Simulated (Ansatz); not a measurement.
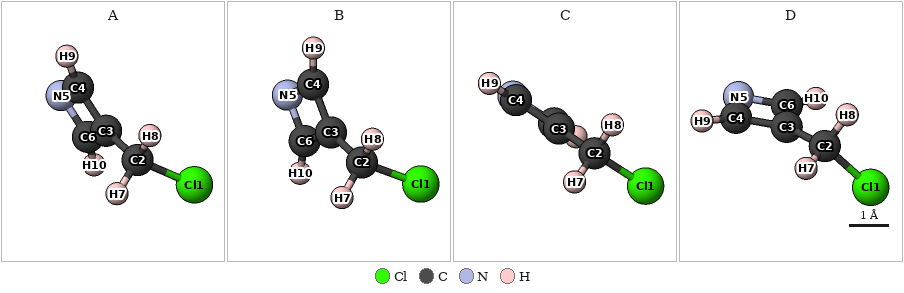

4 geometries from a converged minimum-energy path of C$_{4}$H$_{4}$ClN, shuffled. The picture is a ball-and-stick view, seen from a free direction.

Computed with RKS PBE0-D4/def2-SVP (Ansatz 0.2.0). Run with 5 movable images; climbing image; force threshold 0.05 eV/Å; iteration limit 60; starting path by image-dependent pair potential.

**Which frame is the top of the path?**

C. In order along the path, whose images run from 0 to 6: B (image 0, 0.00 kcal/mol), A (image 1, +0.76 kcal/mol), C (image 3, +3.29 kcal/mol), D (image 5, +0.76 kcal/mol). The motion is a rotation about the C2–C3 bond by about 125°. No bond forms or breaks between the ends.
